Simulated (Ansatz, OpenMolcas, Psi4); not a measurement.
A ladder of methods for InH2OF (SMILES [OH][InH][F])

The species is InH2OF (5 atoms), meant as a singlet with charge 0. As SMILES, `[OH][InH][F]`. The coordinates come from a PBE0-D4/def2-TZVP relaxation. This is a higher conformer, about 10 kJ/mol above the lowest found by a separate search.

| atom | x (Å) | y (Å) | z (Å) |
| --- | --- | --- | --- |
| O | -1.2795 | -0.3459 | -0.5774 |
| In | 0.4801 | 0.0425 | 0.2100 |
| F | 1.1859 | -1.6547 | 0.8415 |
| H | -1.7252 | 0.4298 | -0.9257 |
| H | 1.3885 | 1.4547 | 0.4102 |

Quantity: the energy change with the In2–F3 bond stretched from 1.944 to 4.276 Å, in eV. The values are calculated.

| level | kind | program | value (eV) | CPU time (all runs) |
| --- | --- | --- | --- | --- |
| HF/def2-SVP (core potential) (restricted) | Hartree–Fock | Ansatz | 6.42 | 4.7 s |
| M06-L/def2-SVP (core potential) (restricted) | meta-GGA | OpenMolcas | 4.84 | 51 s |
| TPSS/def2-SVP (core potential) (restricted) | meta-GGA | OpenMolcas | 4.70 | 1.7 min |
| wB97X-V/def2-SVP (core potential) (restricted) | range-separated hybrid | Psi4 | 5.99 | 4.6 min |
| PBE-QIDH/def2-SVP (core potential) (restricted) | double hybrid | Ansatz | 5.63 | 21 s |
| RPA@PBE0/def2-SVP (core potential) (restricted) | RPA | Ansatz | 4.81 | 26 s |
| MP2/def2-SVP (core potential) (restricted) | perturbation theory | OpenMolcas | 6.03 | 10 s |
| BCCD(T)/def2-SVP (core potential) (restricted) | coupled cluster or CI | Ansatz | 4.78 | 42 s |

The first shape isn't each level's own minimum. The values span 4.70 to 6.42 eV. In the correlated wave-function rows the outer d shell of In is correlated, in sets not made for it. Times are those of the runs behind each value, whatever else they computed, on shared processors of several kinds: orders of magnitude only.

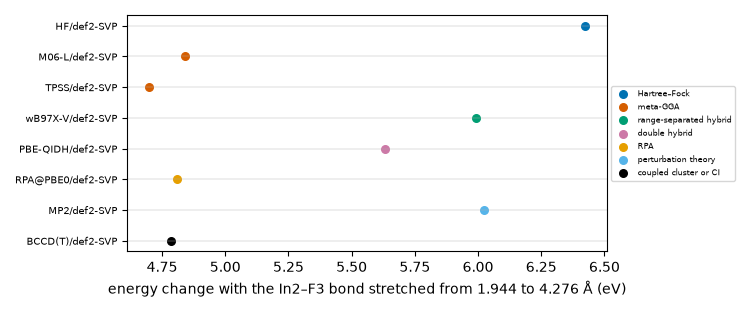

The values of the table, level by level.
